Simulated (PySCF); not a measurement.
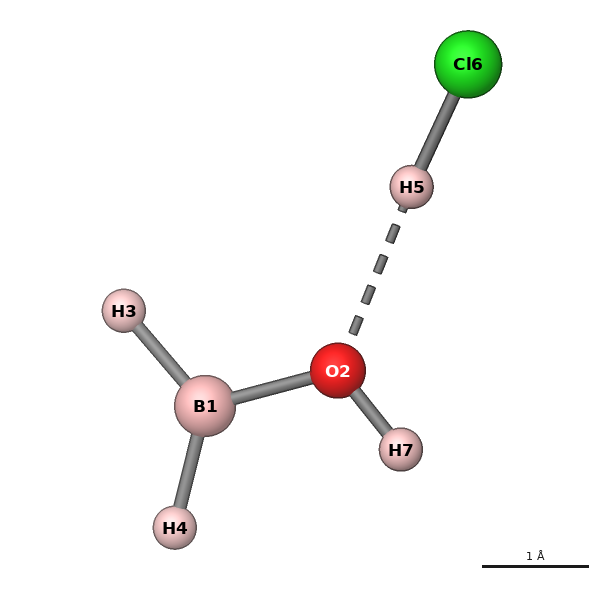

Broken lines mark hydrogen bonds. The computed structure is the end point of a PBE0-D4/def2-TZVP optimisation. No frequency run is at hand to confirm it as a minimum.

Give donor, acceptor, H···A distance and D–H···A angle of each hydrogen bond.

```json
{"D–H···A": "Cl6–H5···O2", "D–H (Å)": "1.29", "H···A (Å)": "1.90", "angle (°)": "177", "kind": "intermolecular"}
```
